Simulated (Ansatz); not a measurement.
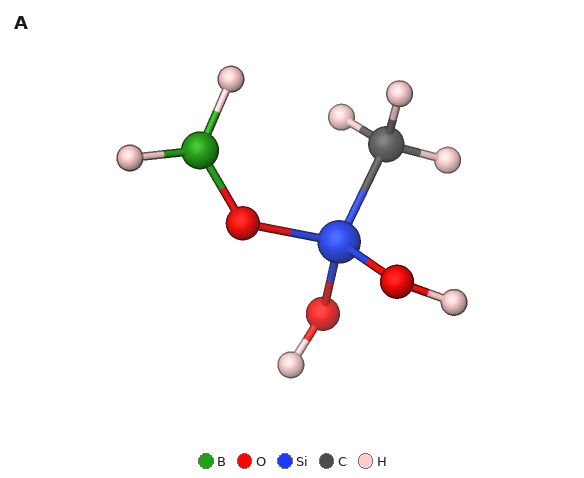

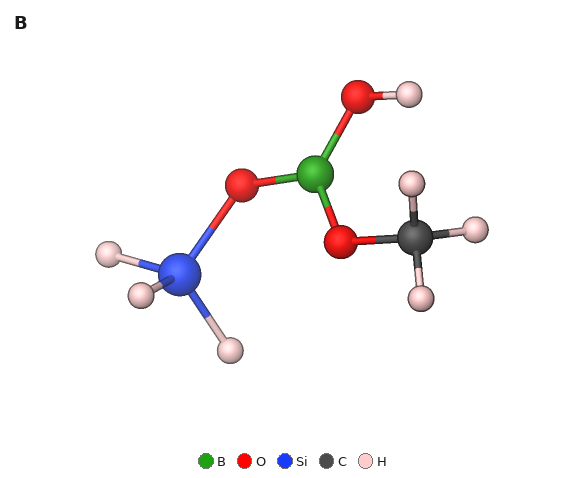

2 stationary structures of one formula. Geometries: PBE-D4/def2-SVP. Electronic energies: PBE-D4/def2-SVP (Ansatz 0.2.0), without zero-point energy. No frequency run is at hand to confirm each as a minimum. Each is one conformer, not always the lowest.

### Which structure is the most stable?

A is lowest; B lies 2.6 kcal/mol above it. A is `BO[Si](C)(O)O`, B is `COB(O)O[SiH3]`.
